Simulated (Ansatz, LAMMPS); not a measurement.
# Which site? a vacancy of Ba in glassy 55SiO2-45BaO (mol %) (107 atoms), part 3 of 3

Aim: make a vacancy of Ba at several sites of glassy 55SiO2-45BaO (mol %) (107 atoms), relax each, and compare their energies.

Ansatz 0.2.0; Kohn-Sham DFT, PBE, PAW (set soft_2), plane waves.

The cell: 23 Si, 19 Ba and 65 O. The quench rate of 100 K/ps is orders of magnitude faster than experiment. The network of bonds at the start is that of the classical potential that made the cell. The Brillouin zone is sampled at Γ only, in a cell whose shortest periodic width is 12 Å. No spin–orbit coupling is included.

So far. Step 6 (Vacancy of Ba, site Ba37): The relaxation converged after 19 steps, 1.58 eV below its start, with a largest force component of 0.034 eV/Å.

## 7. Vacancy of Ba, site Ba38

The site has 8 bonded neighbours (O8) at 2.84 Å on average. 

input.yaml reads:

```yaml
crystal:
  lattice:
    - [12.12446, 0.0, 0.0]
    - [0.0, 12.12446, 0.0]
    - [0.0, 0.0, 12.12446]
  atoms:
    [... atom lines 1 to 34 left out ...]
    - { symbol: Ba, position: [0.26382, 0.37785, 0.70071] }
    - { symbol: Ba, position: [0.71751, 0.82424, 0.08652] }
    - { symbol: Ba, position: [0.41646, 0.06075, 0.74748] }
    - { symbol: Ba, position: [0.85415, 0.84663, 0.40946] }
    - { symbol: Ba, position: [0.5742, 0.41719, 0.80168] }
    - { symbol: Ba, position: [0.52158, 0.74409, 0.38182] }
    - { symbol: Ba, position: [0.75441, 0.31696, 0.10294] }
    [... atom lines 42 to 106 left out ...]
magnetization:
  spin_polarized: true
kpoints:
  mp_grid: { grid: [1, 1, 1] }
hamiltonian:
  xc: pbe
scf:
  occupations: { method: fermi_dirac, width: 0.025 }
  lower_state_search: "off"
output:
  forces: true
  eigenvalues: true
relax:
  f_tol: 0.05
  max_steps: 90
```

The run is started by

```sh
> ansatz run input.yaml --threads 4 --pin off --max-ram 8192MiB --backend cpu --events-out ev --progress --plain --runs-dir out
```

Numbers of over 12 decimals in the logs are rounded to 6 here.

Log:

```text
[...]
Crystal: 106 atoms, lattice volume = 1782.326 Å³
Basis set: ecut = 420 eV, 34889 PW (Γ), exchange–correlation on 180×180×180 points (8 copies of the dense FFT grid, shifted against one another)
Bands: 440, of which v1, the nominal top of the filled ones, is band 331 counted from 1 (330 counted from 0)
Symmetry: 1 space group operations
[...]
k-points: 1
[...]
Starting moments: Σ|m| = 4.8 μB on 8 of 106 sites
[...]
SCF iter   1: F=—  HF=-158794.651937 eV  |F-HF|=—  |Δ(HF+E_count)|=         —  Δρ=3.61e-2 (↑3.30e-2 ↓3.61e-2)  dr2=2.38e2  dr2_m=1.43e0  M=2.001 μB ∫|m|=2.889 μB  β_m=0.30  ethr=3.10e-3  ⟨swp⟩=8.5  Hψ=4659  notcnv=0  defer=159
[...]
SCF iter   4: F=—  HF=-158744.038999 eV  |F-HF|=—  |Δ(HF+E_count)|=    1.34e1  Δρ=2.03e-2 (↑1.18e-2 ↓2.03e-2)  dr2=3.33e1  dr2_m=8.08e-1  M=1.900 μB ∫|m|=2.323 μB  β_m=0.30  ethr=3.10e-3  ⟨swp⟩=5.0  Hψ=1338  notcnv=0  defer=200
[...]
SCF iter  15: F=—  HF=-158736.831960 eV  |F-HF|=—  |Δ(HF+E_count)|=   3.41e-3  Δρ=4.25e-3 (↑8.88e-4 ↓4.25e-3)  dr2=7.22e-1  dr2_m=6.67e-2  M=1.992 μB ∫|m|=2.192 μB  β_m=0.30  ethr=8.87e-5  ⟨swp⟩=1.5  Hψ=927  notcnv=0  defer=208
[...]
SCF iter  17: F=—  HF=-158736.833794 eV  |F-HF|=—  |Δ(HF+E_count)|=   1.51e-1  Δρ=4.36e-3 (↑6.76e-4 ↓4.36e-3)  dr2=5.74e-1  dr2_m=8.30e-2  M=1.988 μB ∫|m|=2.195 μB  β_m=0.13  ethr=8.87e-5  ⟨swp⟩=3.0  Hψ=1199  notcnv=0  defer=208
[...]
SCF iter  32: F=-158736.832782 eV  HF=-158736.832803 eV  |F-HF|=2.05e-5  |Δ(HF+E_count)|=   1.43e-6  Δρ=2.76e-5 (↑4.07e-6 ↓2.76e-5)  dr2=2.40e-5  dr2_m=2.87e-6  M=1.990 μB ∫|m|=2.197 μB  β_m=0.35  ethr=9.44e-9  ⟨swp⟩=2.5  Hψ=1698  notcnv=0
SCF iter  33: F=-158736.832801 eV  HF=-158736.832802 eV  |F-HF|=8.80e-7  |Δ(HF+E_count)|=   6.37e-7  Δρ=7.13e-6 (↑2.15e-6 ↓7.13e-6)  dr2=1.41e-6  dr2_m=2.28e-7  M=1.990 μB ∫|m|=2.197 μB  ethr=3.63e-9  ⟨swp⟩=1.5  Hψ=1824  notcnv=0
SCF 1 converged in 33 iterations: F = -158736.832801 eV  dr2 = 1.41e-6
[...]
relax step   1: F+E_penalty+E_count = -158736.83280134 eV  Δ(F+E_penalty+E_count) = +0.000e0 eV  max|allowed force component| = 2.012e0 eV/Å  Δτ_max = 0.0000 Å  (33 SCF iters, dr2 threshold 6.25e-5 eV, accepted)
[... from here on, the SCF cycles and remarks between the steps are left out ...]
relax step   2: F+E_penalty+E_count = -158737.36322542 eV  Δ(F+E_penalty+E_count) = -5.304e-1 eV  max|allowed force component| = 1.131e0 eV/Å  Δτ_max = 0.1944 Å  (24 SCF iters, dr2 threshold 1.00e-4 eV, accepted)
relax step   3: F+E_penalty+E_count = -158737.60827438 eV  Δ(F+E_penalty+E_count) = -2.450e-1 eV  max|allowed force component| = 6.663e-1 eV/Å  Δτ_max = 0.1541 Å  (18 SCF iters, dr2 threshold 8.00e-5 eV, accepted)
relax step   4: F+E_penalty+E_count = -158737.73567051 eV  Δ(F+E_penalty+E_count) = -1.274e-1 eV  max|allowed force component| = 2.895e-1 eV/Å  Δτ_max = 0.2000 Å  (16 SCF iters, dr2 threshold 1.00e-4 eV, accepted)
relax step   5: F+E_penalty+E_count = -158737.76339425 eV  Δ(F+E_penalty+E_count) = -2.772e-2 eV  max|allowed force component| = 2.061e-1 eV/Å  Δτ_max = 0.1023 Å  (18 SCF iters, dr2 threshold 1.58e-5 eV, accepted)
relax step   6: F+E_penalty+E_count = -158737.70451456 eV  Δ(F+E_penalty+E_count) = +5.888e-2 eV  max|allowed force component| = 3.042e-1 eV/Å  Δτ_max = 0.2000 Å  (19 SCF iters, dr2 threshold 8.02e-6 eV, rejected (line search))
relax step   7: F+E_penalty+E_count = -158737.79800410 eV  Δ(F+E_penalty+E_count) = -3.461e-2 eV  max|allowed force component| = 8.896e-2 eV/Å  Δτ_max = 0.0975 Å  (20 SCF iters, accepted)
relax step   8: F+E_penalty+E_count = -158737.80463874 eV  Δ(F+E_penalty+E_count) = -6.635e-3 eV  max|allowed force component| = 7.351e-2 eV/Å  Δτ_max = 0.0197 Å  (26 SCF iters, accepted)
relax step   9: F+E_penalty+E_count = -158737.81242656 eV  Δ(F+E_penalty+E_count) = -7.788e-3 eV  max|allowed force component| = 6.320e-2 eV/Å  Δτ_max = 0.0235 Å  (19 SCF iters, accepted)
relax step  10: F+E_penalty+E_count = -158737.81951600 eV  Δ(F+E_penalty+E_count) = -7.089e-3 eV  max|allowed force component| = 7.777e-2 eV/Å  Δτ_max = 0.0454 Å  (15 SCF iters, dr2 threshold 2.73e-6 eV, accepted)
relax step  11: F+E_penalty+E_count = -158737.82386023 eV  Δ(F+E_penalty+E_count) = -4.344e-3 eV  max|allowed force component| = 6.092e-2 eV/Å  Δτ_max = 0.0368 Å  (16 SCF iters, dr2 threshold 4.47e-6 eV, accepted)
relax step  12: F+E_penalty+E_count = -158737.82919439 eV  Δ(F+E_penalty+E_count) = -5.334e-3 eV  max|allowed force component| = 7.265e-2 eV/Å  Δτ_max = 0.0485 Å  (18 SCF iters, accepted)
relax step  13: F+E_penalty+E_count = -158737.83382878 eV  Δ(F+E_penalty+E_count) = -4.634e-3 eV  max|allowed force component| = 7.613e-2 eV/Å  Δτ_max = 0.0280 Å  (13 SCF iters, dr2 threshold 3.24e-6 eV, accepted)
relax step  14: F+E_penalty+E_count = -158737.83736286 eV  Δ(F+E_penalty+E_count) = -3.534e-3 eV  max|allowed force component| = 7.545e-2 eV/Å  Δτ_max = 0.0262 Å  (13 SCF iters, dr2 threshold 5.80e-6 eV, accepted)
relax step  15: F+E_penalty+E_count = -158737.84047101 eV  Δ(F+E_penalty+E_count) = -3.108e-3 eV  max|allowed force component| = 6.718e-2 eV/Å  Δτ_max = 0.0146 Å  (16 SCF iters, dr2 threshold 5.59e-6 eV, accepted)
relax step  16: F+E_penalty+E_count = -158737.83547438 eV  Δ(F+E_penalty+E_count) = +4.997e-3 eV  max|allowed force component| = 1.556e-1 eV/Å  Δτ_max = 0.0949 Å  (15 SCF iters, dr2 threshold 3.58e-6 eV, rejected (line search))
relax step  17: F+E_penalty+E_count = -158737.84658108 eV  Δ(F+E_penalty+E_count) = -6.110e-3 eV  max|allowed force component| = 4.015e-2 eV/Å  Δτ_max = 0.0453 Å  (17 SCF iters, accepted)
SCF converged after 17 iterations
Magnetization: 1.9808 μB (331.9904 up, 330.0096 down)
Absolute magnetization: 2.2039 μB (∫|ρ↑−ρ↓|, with the PAW one-centre terms)
[...]
Per-site moments (μB) at R_I (Å): [(-0.000145538, 0.665205), (-3.901981286024915e-6, 0.656487), (-5.4642547679531036e-5, 0.677681), (-8.981215211962156e-6, 0.664548), (-0.00126244, [...]
Free energy (F): -158737.846581 eV
[...]
Internal energy: -158737.811577 eV  (E = F + TS)
E sigma→0 (E₀):  -158737.829079 eV
Entropy (-TS):   -0.035004 eV (-0.330 meV/atom)
Fermi energy:    4.955913 eV
[...]
Σ components = -158737.846581   (vs F -158737.846581, Δ=0.00e0)
--- Forces (eV/Å), atoms counted from 1 ---
  atom   1  Si    -0.01481174    -0.00742722    -0.01219472
  atom   2  Si     0.01188756    -0.00364363     0.01532442
  atom   3  Si     0.00112329    -0.01305732    -0.01680961
  atom   4  Si    -0.01648458     0.00908340    -0.00716547
[...]
atom 106  O      0.00359177    -0.01166668     0.00547256
  max |Σ_I F_I| component: 7.24e-5 eV/Å
--- Band table (eV) ---
[...]
--- Relaxed structure (17 steps of the walk, 15 accepted, 0 SCFs on fresh bases) ---
  F+E_penalty+E_count = -158737.84658108 eV   max|allowed force component| = 4.015e-2 eV/Å
  atoms:
    - { symbol: Si, position: [0.638700, 0.967816, 0.571956] }
    - { symbol: Si, position: [0.744885, 0.570341, 0.308692] }
    - { symbol: Si, position: [0.276108, 0.609290, 0.868162] }
    - { symbol: Si, position: [0.331929, 0.234214, 0.961456] }
[...]
- { symbol: O, position: [0.405203, 0.129296, 0.00680683] }
```

Run time: 19 min. Hardware: 4 threads of Arm Neoverse V2, shared host; peak memory 4.3 GiB; 74 min of CPU time.

The relaxation converged after 17 steps, 1.01 eV below its start, with a largest force component of 0.040 eV/Å.

## 8. Vacancy of Ba, site Ba25

The site has 7 bonded neighbours (O7) at 2.80 Å on average. 

Input and log are left out; they have the form of those shown for this kind of step.

The job ended after 12 min (4 threads of Arm Neoverse V2, shared host; peak memory 4.3 GiB).

The relaxation was stopped at its limit after 9 steps, 0.925 eV below its start, with a largest force component of 0.075 eV/Å.

## 9. The sites compared

All these cells hold the same atoms, so their energies can be compared with no chemical potential.

| site | neighbours | mean distance (Å) | atoms within 6 Å | energy over the best site (eV) | before relaxation (eV) | gain on relaxing (eV) | moment (μB) |
| --- | --- | --- | --- | --- | --- | --- | --- |
| Ba35 | O5 | 2.73 | 50 | 0.00 | 0.42 | 1.70 | 2.0 |
| Ba37 | O9 | 2.98 | 51 | 0.09 | 0.38 | 1.58 | 2.0 |
| Ba38 | O8 | 2.84 | 55 | 0.27 | 0.00 | 1.01 | 2.0 |
| Ba25 * | O7 | 2.80 | 49 | 1.14 | 0.79 | 0.93 | - |

* The relaxation didn't finish, so this cell's energy would fall further, and differences against it can move either way. Neighbours are those of the relaxed host within 3.48 Å (O-Ba); other pairs aren't counted.

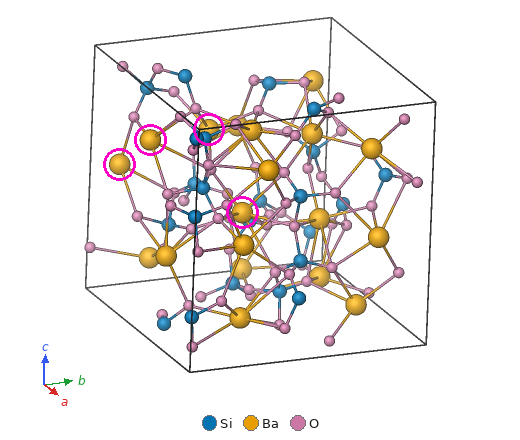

The relaxed cell with the tried sites ringed. Some periodic images of atoms are drawn too.

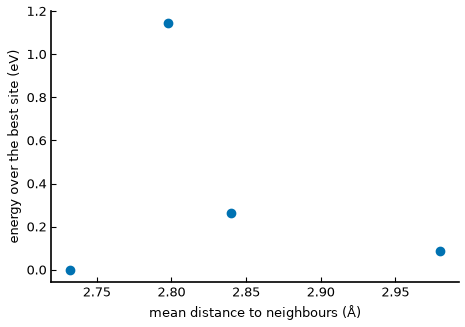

Site energy against the site's surroundings.

## 10. Findings

The cheapest site is Ba35 (5 neighbours, O5); the dearest, Ba25 (7 neighbours, O7, relaxation unfinished), costs 1.1 eV more. By coordination the energies over the best site are 0.00 eV with 5 neighbours, 1.14 eV with 7 neighbours, 0.27 eV with 8 neighbours and 0.09 eV with 9 neighbours. At Ba35 (largest move 1.7 Å) other atoms changed place, so the end state is more than the plain defect. Relaxation changes the order: the best site before relaxing was Ba38.

Caveats: Defects are neutral and interact with their images. The reference ran with fixed occupations, but 4 of the 4 defect cells with fermi-dirac smearing of 0.025 eV, spin polarised. In a disordered cell the relaxation can also rearrange atoms far from the site. In the spin-polarised runs the search for a state of lower energy was switched off. Only 4 of the 19 Ba sites were tried; unless symmetry makes the others alike to these, a cheaper one may exist. A local or semilocal functional tends to spread out the unpaired spin of such defects.

The DFT runs together took 87 min of wall time.

[Logs are printed without paths, hosts, clocks, repeated set-up lines and the standing remarks that a program may print on its own settings, such as how far it seeks lower states.]

[Hosts, paths, dates, database ids (printed as entryN), source tags and the programs' standing remarks are cut or masked in the printed files.]
